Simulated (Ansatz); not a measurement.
**WH₅ClO₄: geometry relaxation (part 1 of 2)**

The run: geometry relaxation of WH₅ClO₄. Method and program: RKS BHLYP-D4/def2-SVP (Ansatz 0.2.0).

It belongs to a series of runs on one base structure; here: end point A relaxed. Figures and captions count atoms from 1; the log counts them from 0 in places.

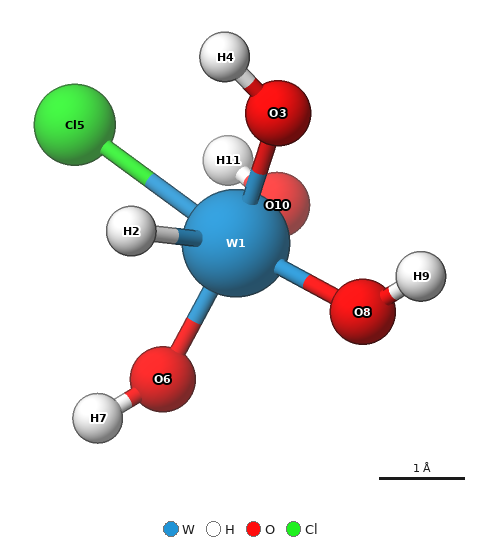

Fig. 1: The input geometry (ball-and-stick view, seen at a tilt; atoms are numbered from 1 in the order of the input). Sticks mark near contacts. Bond lengths as drawn: Cl–W 2.49 Å, H–O 0.96 Å, H–W 1.70 Å and O–W 1.85 to 1.91 Å.

## Input
```yaml
crystal:
  periodic: [false, false, false]
  atoms:
    - { symbol: W, position_ang: [0.020516, -0.333174, 0.04846] }
    - { symbol: H, position_ang: [0.057794, 0.368697, 1.594184] }
    - { symbol: O, position_ang: [1.829858, -0.554197, 0.619434] }
    - { symbol: H, position_ang: [2.318843, 0.136103, 1.066912] }
    - { symbol: Cl, position_ang: [0.541134, 2.10217, -0.032085] }
    - { symbol: O, position_ang: [-1.791686, -0.084509, 0.293381] }
    - { symbol: H, position_ang: [-2.366157, 0.284624, 0.961544] }
    - { symbol: O, position_ang: [-0.089953, -2.189896, 0.205234] }
    - { symbol: H, position_ang: [0.626961, -2.806353, 0.351589] }
    - { symbol: O, position_ang: [0.163483, 0.036473, -1.775393] }
    - { symbol: H, position_ang: [0.338708, 0.927162, -2.09566] }
basis:
  gaussian: { orbitals: def2-SVP }
hamiltonian:
  xc: { name: BHLYP }
  dispersion: d4
relax:
  f_tol: 0.03
  max_steps: 50
output:
  orbitals: {}
```

Command:
```bash
ansatz run input.yaml --threads 4 --pin off --max-ram 5120MiB --backend cpu --events-out ev --progress --plain --runs-dir out
```

## Output
```
The last accepted step is kept in [file] (removed where the run ends without a failure and the disk answers)
Engine: ansatz 0.2.0, aarch64-unknown-linux-gnu
Functional definition: BHLYP
  parameter a = 0.5
  exchange = (1 - a)*b88_x + a*exact_x
  correlation = lyp_c
1363 factors; integrals over basis functions are off by at most 2.2e-4 eV
mean field evaluation 1: about -22588.8392 eV, gradient 8.9e1 eV
mean field evaluation 2: about -22547.5594 eV, gradient 1.8e2 eV
mean field evaluation 4: about -22603.0569 eV, gradient 6.2e0 eV
mean field evaluation 8: about -22603.3368 eV, gradient 8.6e-1 eV
mean field evaluation 16: about -22603.3386 eV, gradient 3.8e-4 eV
mean field -22603.33864018 eV, -830.6573739335 hartree, gradient 4.1e-5 eV, S^2 0.000000; 0 other end points of the search recorded, 0 dependent functions left out
the calculation of the forces begins
reference -22603.33885702 eV, -830.6573819020 hartree; 34, 34 occupied and 97, 97 virtual orbitals, 1363 factors
relax step   1: F+E_penalty+E_count = -22603.74329325 eV  Δ(F+E_penalty+E_count) = +0.000e0 eV  max|allowed force component| = 8.650e-1 eV/Å  Δτ_max = 0.0000 Å  (34 SCF iters, accepted)
these checks for a lower state are left out or cut short: starts, cluster_reference, orbital_swaps, neighbouring_geometries, increment
1363 factors; integrals over basis functions are off by at most 2.2e-4 eV
mean field -22603.31651381 eV, -830.6565608043 hartree, gradient 3.5e-5 eV, S^2 0.000000; 0 other end points of the search recorded, 0 dependent functions left out
the calculation of the forces begins
reference -22603.31673088 eV, -830.6565687815 hartree; 34, 34 occupied and 97, 97 virtual orbitals, 1363 factors
relax step   2: F+E_penalty+E_count = -22603.72183337 eV  Δ(F+E_penalty+E_count) = +2.146e-2 eV  max|allowed force component| = 6.230e-1 eV/Å  Δτ_max = 0.1983 Å  (39 SCF iters, rejected (line search))
these checks for a lower state are left out or cut short: starts, cluster_reference, orbital_swaps, neighbouring_geometries, increment
1363 factors; integrals over basis functions are off by at most 2.2e-4 eV
mean field evaluation 32: about -22603.3734 eV, gradient 6.6e-1 eV
mean field -22603.37550532 eV, -830.6587287023 hartree, gradient 2.2e-5 eV, S^2 0.000000; 0 other end points of the search recorded, 0 dependent functions left out
the calculation of the forces begins
reference -22603.37572218 eV, -830.6587366718 hartree; 34, 34 occupied and 97, 97 virtual orbitals, 1363 factors
relax step   3: F+E_penalty+E_count = -22603.78085533 eV  Δ(F+E_penalty+E_count) = -3.756e-2 eV  max|allowed force component| = 2.320e-1 eV/Å  Δτ_max = 0.0901 Å  (37 SCF iters, accepted)
these checks for a lower state are left out or cut short: starts, cluster_reference, orbital_swaps, neighbouring_geometries, increment
1363 factors; integrals over basis functions are off by at most 2.2e-4 eV
mean field -22603.37790428 eV, -830.6588168624 hartree, gradient 2.5e-5 eV, S^2 0.000000; 0 other end points of the search recorded, 0 dependent functions left out
the calculation of the forces begins
reference -22603.37812113 eV, -830.6588248316 hartree; 34, 34 occupied and 97, 97 virtual orbitals, 1363 factors
relax step   4: F+E_penalty+E_count = -22603.78323958 eV  Δ(F+E_penalty+E_count) = -2.384e-3 eV  max|allowed force component| = 1.132e-1 eV/Å  Δτ_max = 0.0209 Å  (38 SCF iters, accepted)
these checks for a lower state are left out or cut short: starts, cluster_reference, orbital_swaps, neighbouring_geometries, increment
1363 factors; integrals over basis functions are off by at most 2.2e-4 eV
mean field -22603.37975424 eV, -830.6588848471 hartree, gradient 2.6e-5 eV, S^2 0.000000; 0 other end points of the search recorded, 0 dependent functions left out
the calculation of the forces begins
reference -22603.37997103 eV, -830.6588928140 hartree; 34, 34 occupied and 97, 97 virtual orbitals, 1363 factors
relax step   5: F+E_penalty+E_count = -22603.78505934 eV  Δ(F+E_penalty+E_count) = -1.820e-3 eV  max|allowed force component| = 9.679e-2 eV/Å  Δτ_max = 0.0246 Å  (38 SCF iters, accepted)
these checks for a lower state are left out or cut short: starts, cluster_reference, orbital_swaps, neighbouring_geometries, increment
1363 factors; integrals over basis functions are off by at most 2.2e-4 eV
mean field -22603.38101073 eV, -830.6589310223 hartree, gradient 2.6e-5 eV, S^2 0.000000; 0 other end points of the search recorded, 0 dependent functions left out
the calculation of the forces begins
reference -22603.38122747 eV, -830.6589389876 hartree; 34, 34 occupied and 97, 97 virtual orbitals, 1363 factors
relax step   6: F+E_penalty+E_count = -22603.78615494 eV  Δ(F+E_penalty+E_count) = -1.096e-3 eV  max|allowed force component| = 1.182e-1 eV/Å  Δτ_max = 0.0268 Å  (39 SCF iters, accepted)
these checks for a lower state are left out or cut short: starts, cluster_reference, orbital_swaps, neighbouring_geometries, increment
1363 factors; integrals over basis functions are off by at most 2.2e-4 eV
mean field evaluation 64: about -22603.3819 eV, gradient 2.7e-5 eV
mean field -22603.38189292 eV, -830.6589634425 hartree, gradient 2.7e-5 eV, S^2 0.000000; 0 other end points of the search recorded, 0 dependent functions left out
the calculation of the forces begins
reference -22603.38210952 eV, -830.6589714022 hartree; 34, 34 occupied and 97, 97 virtual orbitals, 1363 factors
relax step   7: F+E_penalty+E_count = -22603.78713029 eV  Δ(F+E_penalty+E_count) = -9.753e-4 eV  max|allowed force component| = 5.360e-2 eV/Å  Δτ_max = 0.0344 Å  (38 SCF iters, accepted)
these checks for a lower state are left out or cut short: starts, cluster_reference, orbital_swaps, neighbouring_geometries, increment
1363 factors; integrals over basis functions are off by at most 2.2e-4 eV
mean field -22603.38259350 eV, -830.6589891882 hartree, gradient 2.8e-5 eV, S^2 0.000000; 0 other end points of the search recorded, 0 dependent functions left out
the calculation of the forces begins
reference -22603.38281007 eV, -830.6589971468 hartree; 34, 34 occupied and 97, 97 virtual orbitals, 1363 factors
relax step   8: F+E_penalty+E_count = -22603.78763498 eV  Δ(F+E_penalty+E_count) = -5.047e-4 eV  max|allowed force component| = 1.905e-2 eV/Å  Δτ_max = 0.0253 Å  (38 SCF iters, accepted)
```

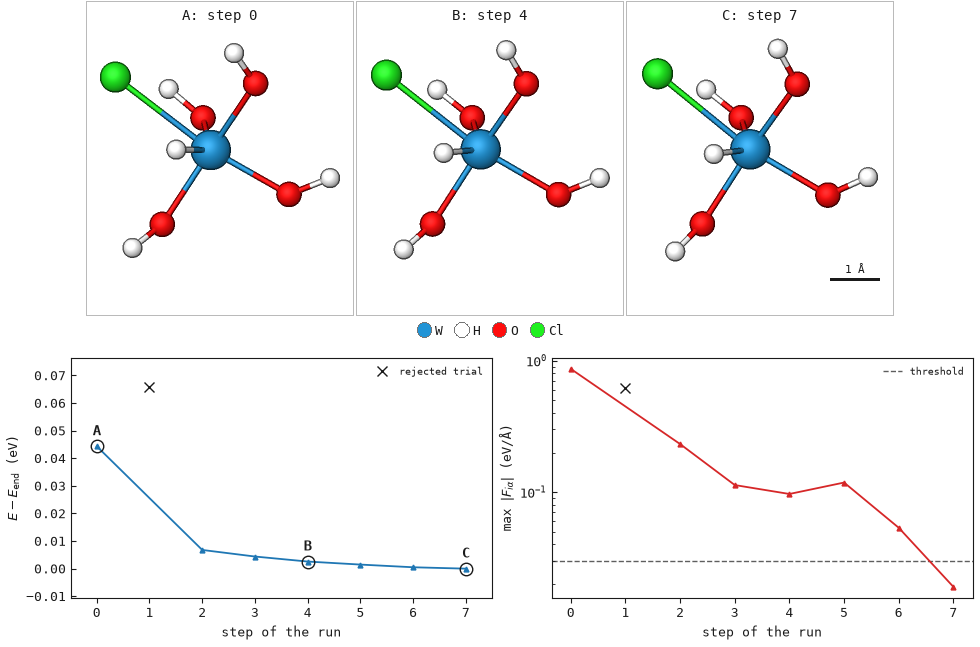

Fig. 2: Frames of the relaxation (ball-and-stick view, seen at a tilt) above the curves, on which the letters mark them (the first geometry is step 0 here and step 1 in the log).

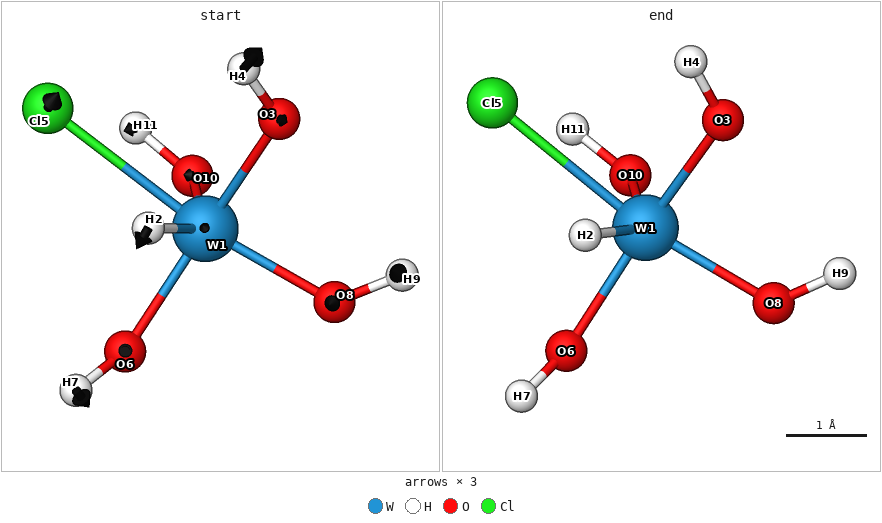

Fig. 3: Before (left) and after (right) the relaxation, at one scale (ball-and-stick view, seen at a tilt). The black arrows give the displacements, magnified 3 times. Over 7 geometry steps the energy falls by 0.044 eV. The largest force component goes from 0.86 to 0.019 eV/Å. The line search rejected the trial step at point 1 (counted from 0) and went back. The atom that moves furthest after the best rigid fit is H4 (0.18 Å). Largest moves by element: H 0.18 Å, Cl 0.12 Å, O 0.07 Å, W 0.03 Å. Among the contacts that change: W1–H2 1.698 → 1.674 Å, W1–O3 1.910 → 1.888 Å, W1–Cl5 2.492 → 2.486 Å, W1–O6 1.846 → 1.851 Å. Among the angles that change: H2–W1–O3 75.8° → 81.5°, O3–W1–O6 155.0° → 158.4°, W1–O8–H9 127.5° → 124.5°. (Atoms are counted from 1 in the order of the input.)

```
1363 factors; integrals over basis functions are off by at most 2.2e-4 eV
mean field -22603.38259350 eV, -830.6589891882 hartree, gradient 2.8e-5 eV, S^2 0.000000; 1 other end points of the search recorded, 0 dependent functions left out
the calculation of the forces begins
reference -22603.38281007 eV, -830.6589971468 hartree; 34, 34 occupied and 97, 97 virtual orbitals, 1363 factors
Total energy: -22603.78785154 eV, -830.6738821465 hartree
Atom 0 at     0.033653    -0.317992     0.069579 Å, force    -0.013585     0.003604     0.012549 eV/Å
Atom 1 at    -0.048112     0.375769     1.591272 Å, force     0.001552    -0.003801    -0.007966 eV/Å
Atom 2 at     1.825766    -0.592834     0.596957 Å, force    -0.006630    -0.007358    -0.006300 eV/Å
Atom 3 at     2.401341     0.100399     0.916556 Å, force    -0.002909     0.003987     0.003395 eV/Å
Atom 4 at     0.638508     2.092537     0.032667 Å, force     0.005837     0.000737    -0.006436 eV/Å
Atom 5 at    -1.794748    -0.085129     0.241097 Å, force     0.004171     0.008734     0.011629 eV/Å
Atom 6 at    -2.421713     0.199508     0.901441 Å, force     0.003794    -0.012382    -0.008343 eV/Å
Atom 7 at    -0.096675    -2.173279     0.274756 Å, force     0.019050    -0.007915     0.000399 eV/Å
Atom 8 at     0.646391    -2.755299     0.437906 Å, force    -0.016311     0.010453    -0.001999 eV/Å
Atom 9 at     0.157251     0.074482    -1.752344 Å, force     0.012361     0.009600     0.007659 eV/Å
Atom 10 at     0.307840     0.968938    -2.072287 Å, force    -0.007332    -0.005658    -0.004588 eV/Å
Dipole moment:    -0.046417    -0.349057     0.280497 e Å
```
